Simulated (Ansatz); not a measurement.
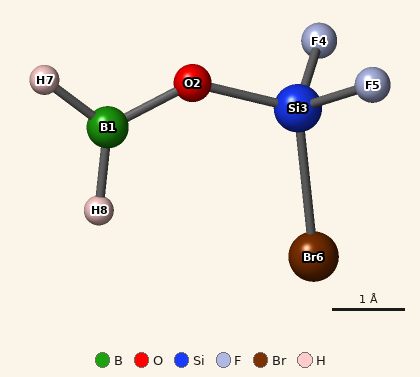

Fig. 1: The structure (ball-and-stick view, seen at a tilt; atoms are numbered from 1 in the order of the input).

**BSiH2BrOF2: one change and its effect**

System: BSiH2BrOF2, SMILES BO[Si](F)(F)Br.
Method of run 1: RKS wB97M-V/def2-SVP (Ansatz 0.2.0).

The geometry comes from this level: PBE0-D4/def2-TZVP. Text and figures count atoms from 1; the logs count them from 0 in places.

### Input, run 1
```yaml
crystal:
  periodic: [false, false, false]
  atoms:
    - {symbol: B, position_ang: [-0.482470, -1.526863, 0.263979]}
    - {symbol: O, position_ang: [0.316083, -0.451646, 0.475891]}
    - {symbol: Si, position_ang: [0.499985, 1.055980, -0.068458]}
    - {symbol: F, position_ang: [0.364947, 2.036361, 1.150682]}
    - {symbol: F, position_ang: [1.956357, 1.196361, -0.638704]}
    - {symbol: Br, position_ang: [-0.937528, 1.603351, -1.604319]}
    - {symbol: H, position_ang: [-0.265605, -2.505251, 0.914553]}
    - {symbol: H, position_ang: [-1.359770, -1.465194, -0.549224]}
basis:
  gaussian: {orbitals: def2-SVP}
hamiltonian: {xc: {name: wB97M-V}}
output: {orbitals: {seedname: orbitals}}
```

Hardware: 4 threads of Oxide Virtual Turin-like, 27 GiB of memory available, shared host.

### Output (run 1)
```
Functional definition: wB97M-V
  parameter omega = 0.3/bohr
  parameter cx = 0.15
  parameter cx01 = 1.007
  parameter cx10 = 0.259
  parameter css00 = 0.443
  parameter css04 = -1.437
  parameter css10 = -4.535
  parameter css20 = -3.390
  parameter css43 = 4.278
  parameter cos00 = 1.000
  parameter cos10 = 1.358
  parameter cos20 = 2.924
  parameter cos21 = -8.812
  parameter cos60 = -1.390
  parameter cos61 = 9.142
  parameter b = 6.0
  parameter c = 0.01
  gx(w, u) = 1 - cx + cx01*u + cx10*w
  gss(w, u) = css00 + css04*u^4 + css10*w + css20*w^2 + css43*w^4*u^3
  gos(w, u) = cos00 + cos10*w + (cos20 + cos21*u)*w^2 + (cos60 + cos61*u)*w^6
  exchange = spin_sum(e_x_unif_sr(omega)*gx(b97_w, b97_u_x)) + cx*exact_x_sr(omega) + exact_x_lr(omega)
  correlation = spin_sum(e_c_pw_mod_same_spin*gss(b97_w, b97_u_same))
      + integral(e_c_pw_mod_opposite_spin*gos(b97_w_opposite, b97_u_opposite)) + vv10(b, c)
1094 factors; integrals over basis functions are off by at most 9.6e-4 eV
269 factors; integrals over basis functions are off by at most 8.8e-6 eV
mean field evaluation 1: about -86091.6266 eV, gradient 5.2e1 eV
mean field evaluation 2: about -86091.4920 eV, gradient 5.6e1 eV
mean field evaluation 4: about -86096.2563 eV, gradient 1.9e0 eV
mean field evaluation 8: about -86096.2959 eV, gradient 1.2e-1 eV
mean field evaluation 16: about -86096.2959 eV, gradient 2.1e-5 eV
mean field -86096.29594808 eV, -3163.9805179264 hartree, gradient 2.1e-5 eV, S^2 0.000000; 0 other end points of the search recorded, 0 dependent functions left out
reference -86096.29598802 eV, -3163.9805193942 hartree; 41, 41 occupied and 75, 75 virtual orbitals, 1094 factors
Total energy: -86096.29598802 eV, -3163.9805193942 hartree
```

Run 2 used a changed input.

### The two runs side by side

| quantity | run 1 | run 2 |
| --- | --- | --- |
| outcome | converged | converged |
| total energy (hartree) | −3163.980519 | −3164.866906 |
| HOMO (eV) | −11.39 | −11.50 |
| LUMO (eV) | 1.03 | 0.57 |
| basis functions | 116 | 447 |
| wall time (shared host) | 5 s | 18 s |

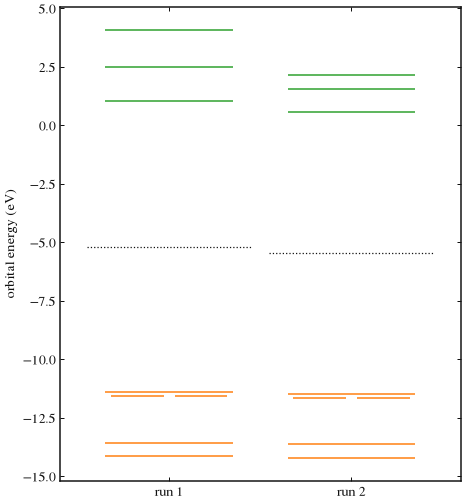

Fig. 2: The five highest filled and three lowest empty orbital energies of the two runs; the dotted lines part filled from empty levels. The HOMO–LUMO gap is 12.42 eV in run 1 and 12.07 eV in run 2.

Which change of the input explains these differences?

The change (lines with − go, lines with + come):
```diff
-  gaussian: {orbitals: def2-SVP}
+  gaussian: {orbitals: "def2-QZVPP.json"}
```

The total energy of run 2 is 556.2 kcal/mol lower, which measures the change of basis and not a stability. The HOMO goes from −11.39 to −11.50 eV. The LUMO goes from 1.03 to 0.57 eV. The basis functions go from 116 to 447. On the same kind of shared host run 2 took about 3.6 times as long.

### Output (run 2)
```
Functional definition: wB97M-V
  parameter omega = 0.3/bohr
  parameter cx = 0.15
  parameter cx01 = 1.007
  parameter cx10 = 0.259
  parameter css00 = 0.443
  parameter css04 = -1.437
  parameter css10 = -4.535
  parameter css20 = -3.390
  parameter css43 = 4.278
  parameter cos00 = 1.000
  parameter cos10 = 1.358
  parameter cos20 = 2.924
  parameter cos21 = -8.812
  parameter cos60 = -1.390
  parameter cos61 = 9.142
  parameter b = 6.0
  parameter c = 0.01
  gx(w, u) = 1 - cx + cx01*u + cx10*w
  gss(w, u) = css00 + css04*u^4 + css10*w + css20*w^2 + css43*w^4*u^3
  gos(w, u) = cos00 + cos10*w + (cos20 + cos21*u)*w^2 + (cos60 + cos61*u)*w^6
  exchange = spin_sum(e_x_unif_sr(omega)*gx(b97_w, b97_u_x)) + cx*exact_x_sr(omega) + exact_x_lr(omega)
  correlation = spin_sum(e_c_pw_mod_same_spin*gss(b97_w, b97_u_same))
      + integral(e_c_pw_mod_opposite_spin*gos(b97_w_opposite, b97_u_opposite)) + vv10(b, c)
1750 factors; their error is unknown
325 factors; integrals over basis functions are off by at most 1.8e-5 eV
mean field evaluation 1: about -86114.8456 eV, gradient 6.1e1 eV
mean field evaluation 2: about -86113.8744 eV, gradient 6.9e1 eV
mean field evaluation 4: about -86120.2960 eV, gradient 2.4e0 eV
mean field evaluation 8: about -86120.3083 eV, gradient 4.1e-2 eV
mean field evaluation 16: about -86120.4157 eV, gradient 3.0e-5 eV
mean field -86120.41573009 eV, -3164.8669035664 hartree, gradient 3.0e-5 eV, S^2 0.000000; 0 other end points of the search recorded, 0 dependent functions left out
reference -86120.41578886 eV, -3164.8669057263 hartree; 41, 41 occupied and 406, 406 virtual orbitals, 1750 factors
Total energy: -86120.41578886 eV, -3164.8669057263 hartree
```
